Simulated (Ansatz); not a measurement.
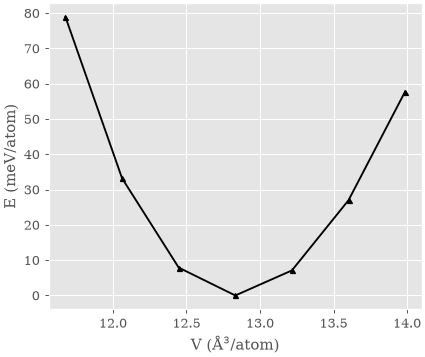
Figure: V₅Si₃ in space group I4/mcm (No. 140; V on 16k, V on 4b, Si on 8h, Si on 4a) under volume change, the program Ansatz at the r²SCAN level (PAW), shape and atoms relaxed at each volume.

Q: What does a third-order Birch–Murnaghan fit give for V₀, B₀ and B′?

A: V₀ = 12.83 Å³/atom, B₀ = 207 GPa, B′ = 4.2.

The first step of the workflow began from a Materials Project structure, measured or hypothetical; the Crystallography Open Database files this formula in space group No. 140, but the cells were not matched. Whether it is the stable phase at ambient conditions was not checked. The r²SCAN relaxation kept the symmetry of its start; whether a distortion lowers the energy is not shown. The run is not spin-polarised.

Potentials: the later of the program's two PAW sets.
